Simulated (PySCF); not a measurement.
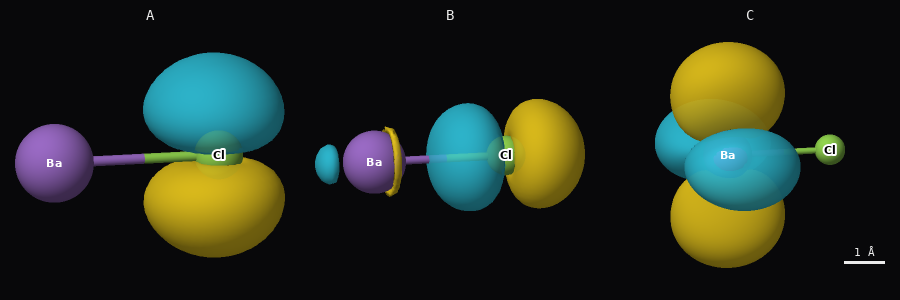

Figure. BaCl (doublet). Three frontier β-spin orbitals, each drawn at the value that holds 80 % of its norm (yellow and cyan are the two phases), in no order; of a degenerate pair one member is drawn.

Theory: PySCF 2.14.0, PBE0/x2c-TZVPall, spin-free X2C-1e, Gaussian nucleus, at a bond length of 2.677 Å.

Q: Label each orbital by symmetry, say whether it is occupied, and order them by energy.

A: Orbital B: σ, occupied in this spin, −8.09 eV; mainly on Cl (85 %).
Orbital A: π, occupied in this spin, −7.85 eV; mainly on Cl (90 %).
Orbital C: δ, empty in this spin, −0.72 eV; almost wholly on Ba.
